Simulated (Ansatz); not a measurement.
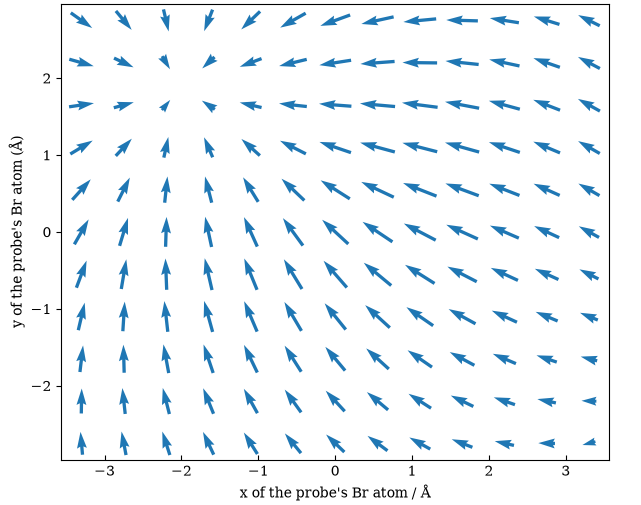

CH₂OSSi (SMILES O=C1[SiH2]S1) with the probe Br-. The probe is moved over a plane parallel to the molecule's main plane, 4.33 Å above it. First axis: x of the probe's Br atom. Second axis: y of the probe's Br atom. Nothing is relaxed (molecule and probe rigid). The scan uses a 13 × 11 grid. Level of theory: Ansatz 0.2.0, RKS BHLYP-D4/def2-SVPD.

The picture shows arrows along the force (downhill), their lengths compressed.

### The arrows alone are given. Where is the energy lowest?

The arrows converge at about x of the probe's Br atom = −2.01 Å, y of the probe's Br atom = 1.88 Å (read from the interpolated surface).

The energy map of the same scan:

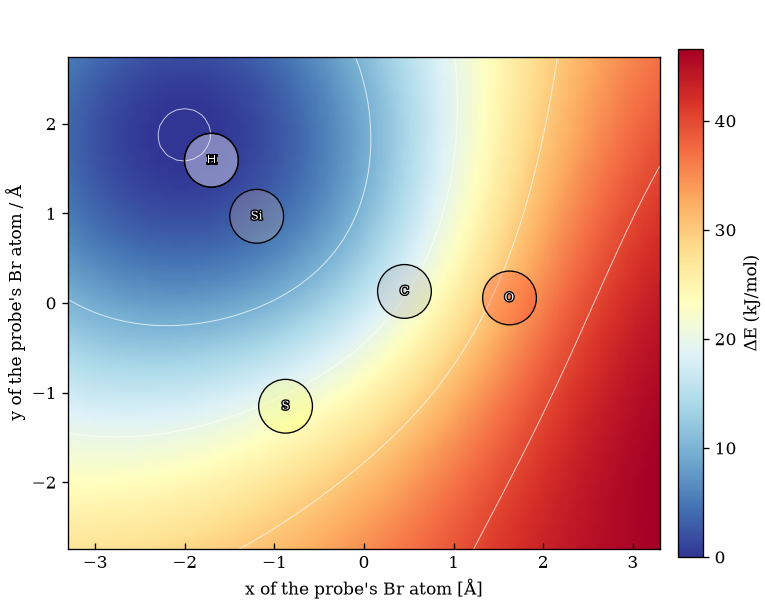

Energies are in kJ/mol, from the lowest grid point; between grid points the surface is interpolated.
